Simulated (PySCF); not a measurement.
**BHBr (SMILES [BH]Br) at UPBE/STO-3G**

Aim: the vertical ionisation energy of BHBr at UPBE/STO-3G, from 2 runs. Input form: a Python script.

The calculation is run with PySCF 2.14.0.

14 further runs of the same task are left out: 4 that didn't finish, 10 set aside as unsound or not needed.

## 1. The structure to begin with

The species is BHBr (3 atoms), meant as a doublet with charge 0. As SMILES, `[BH]Br`. Geometry: relaxed at PBE0-D4/def2-TZVP.

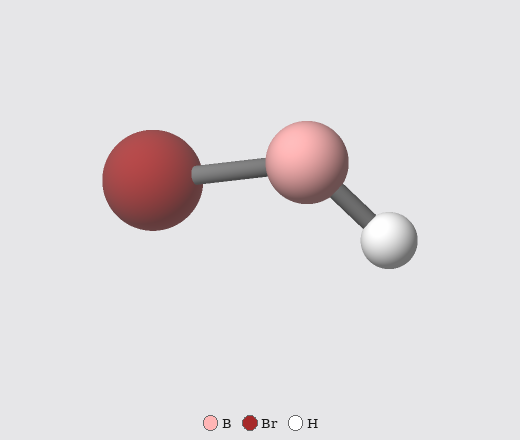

The structure, seen from a chosen angle (boron pink, bromine red, hydrogen white).

## 2. The energy at UPBE/STO-3G

Input file run.py:

```python
from pyscf import gto, dft

mol = gto.M(
    atom='B -0.094500 -0.523000 -0.115700; Br 1.181000 0.563200 0.709800; H -1.097400 -0.105000 -0.607300',
    verbose=4,
    spin=1,
    max_memory=1860,
    basis='sto-3g',
)

mf = dft.UKS(mol, xc='pbe')
mf.conv_tol = 1e-10
mf.grids.level = 5
mf.kernel()
if not mf.converged:
    mf = mf.newton().run(mf.mo_coeff, mf.mo_occ)

etot = mf.e_tot
print('E(%s) = %.9f' % ('PBE', etot))
```

Started as:

```console
$ OMP_NUM_THREADS=1 python run.py
```

The log of the run:

```text
PySCF version 2.14.0

[INPUT] num. atoms = 3
[INPUT] num. electrons = 41
[INPUT] charge = 0
[INPUT] spin (= nelec alpha-beta = 2S) = 1
[INPUT] symmetry False subgroup None
[INPUT] Mole.unit = angstrom
[INPUT] Symbol           X                Y                Z      unit          X                Y                Z       unit  Magmom
[INPUT]  1 B     -0.094500000000  -0.523000000000  -0.115700000000 AA   -0.178579118771  -0.988326763148  -0.218641312612 Bohr   0.0
[INPUT]  2 Br     1.181000000000   0.563200000000   0.709800000000 AA    2.231766553111   1.064293753355   1.341327603216 Bohr   0.0
[INPUT]  3 H     -1.097400000000  -0.105000000000  -0.607300000000 AA   -2.073785449098  -0.198421243079  -1.147630675448 Bohr   0.0

nuclear repulsion = 58.6237283812187
number of shells = 12
number of NR pGTOs = 72
number of NR cGTOs = 24
basis = sto-3g
ecp = {}

******** <class 'pyscf.dft.uks.UKS'> ********
method = UKS
initial guess = minao
damping factor = 0
level_shift factor = 0
DIIS = <class 'pyscf.scf.diis.CDIIS'>
diis_start_cycle = 1
diis_space = 8
diis_damp = 0
SCF conv_tol = 1e-10
SCF conv_tol_grad = None
SCF max_cycles = 50
direct_scf = True
direct_scf_tol = 1e-13
number electrons alpha = 21  beta = 20
XC library pyscf.dft.libxc version 7.0.0
    S. Lehtola, C. Steigemann, M. J.T. Oliveira, and M. A.L. Marques.,  SoftwareX 7, 1–5 (2018)
XC functionals = pbe
    J. P. Perdew, K. Burke, and M. Ernzerhof.,  Phys. Rev. Lett. 77, 3865 (1996)
    J. P. Perdew, K. Burke, and M. Ernzerhof.,  Phys. Rev. Lett. 78, 1396 (1997)
    J. P. Perdew, K. Burke, and M. Ernzerhof.,  Phys. Rev. Lett. 77, 3865 (1996)
    J. P. Perdew, K. Burke, and M. Ernzerhof.,  Phys. Rev. Lett. 78, 1396 (1997)
radial grids:
    Treutler-Ahlrichs [JCP 102, 346 (1995); DOI:10.1063/1.469408] (M4) radial grids

becke partition: Becke, JCP 88, 2547 (1988); DOI:10.1063/1.454033
pruning grids: <function nwchem_prune>
grids dens level: 5
symmetrized grids: False
atomic radii adjust function: <function treutler_atomic_radii_adjust>
small_rho_cutoff = 0
Set gradient conv threshold to 1e-05
tot grids = 111440
init E= -2567.24355195925
[... the frontier-level lines of each cycle are left out ...]


cycle= 1 E= -2570.51566779753  delta_E= -3.27  |g|= 0.231  |ddm|= 1.55
cycle= 2 E= -2570.05538998788  delta_E= 0.46  |g|= 0.829  |ddm|= 1.67
cycle= 3 E= -2570.5794671577  delta_E= -0.524  |g|= 0.0368  |ddm|= 1.14
cycle= 4 E= -2570.58089367448  delta_E= -0.00143  |g|= 0.00422  |ddm|= 0.0792
cycle= 5 E= -2570.58091094036  delta_E= -1.73e-05  |g|= 0.000647  |ddm|= 0.0093
cycle= 6 E= -2570.5809115755  delta_E= -6.35e-07  |g|= 0.000153  |ddm|= 0.00209
cycle= 7 E= -2570.58091161895  delta_E= -4.34e-08  |g|= 1.97e-05  |ddm|= 0.000623
cycle= 8 E= -2570.5809116196  delta_E= -6.55e-10  |g|= 2.47e-06  |ddm|= 7.11e-05
cycle= 9 E= -2570.58091161962  delta_E= -1.36e-11  |g|= 2.73e-07  |ddm|= 8.79e-06
Extra cycle  E= -2570.58091161961  delta_E= 3.64e-12  |g|= 3.23e-07  |ddm|= 1.33e-06
converged SCF energy = -2570.58091161961  <S^2> = 0.75385449  2S+1 = 2.0038508
E(PBE) = -2570.580911620
```

Wall time 6 s (1 thread of Arm Neoverse N1, shared host); peak memory 0.21 GiB.

## 3. The singlet cation at the same level

Input file job.py:

```python
from pyscf import gto, dft

mol = gto.M(
    atom='B -0.094500 -0.523000 -0.115700; Br 1.181000 0.563200 0.709800; H -1.097400 -0.105000 -0.607300',
    basis='sto-3g',
    charge=1,
    spin=0,
    verbose=3,
    max_memory=1860,
)

mf = dft.RKS(mol)
mf.xc = 'pbe'
mf.conv_tol = 1e-10
mf.grids.level = 5
mf.kernel()
if not mf.converged:
    mf = mf.newton().run(mf.mo_coeff, mf.mo_occ)

energy = mf.e_tot
print(f'total energy: {energy:.8f} hartree')
```

Started as:

```console
$ OMP_NUM_THREADS=1 python job.py
```

The log of the run:

```text
converged SCF energy = -2570.34236459756
total energy: -2570.34236460 hartree
```

It took 4.2 s on 1 thread of Arm Neoverse N1, shared host; peak memory 0.2 GiB.

## 4. What came out

At UPBE/STO-3G:

| quantity | value |
| --- | --- |
| doublet BHBr: total energy | -2570.58091 Eh |
| doublet BHBr: dipole moment | 0.13 D |
| doublet BHBr: HOMO energy (highest over α and β) | -1.80 eV |
| doublet BHBr: LUMO energy (lowest over α and β) | 0.07 eV |
| doublet BHBr: ⟨S²⟩ | 0.754 |
| singlet cation: total energy | -2570.34236 Eh |
| singlet cation: HOMO energy | -14.39 eV |
| singlet cation: LUMO energy | -10.80 eV |
| singlet cation: HOMO–LUMO gap | 3.59 eV |
| vertical ionisation energy (to the singlet cation) | 6.491 eV |

Removing an electron at fixed nuclei costs 6.49 eV (150 kcal/mol). Only the singlet of the ionised species was computed; a triplet could lie lower. In a minimal basis such a difference can be off by several eV, whatever the method. Mulliken charges (singlet cation) run from +0.13 on H3 to +0.51 on Br2; they depend strongly on the basis.
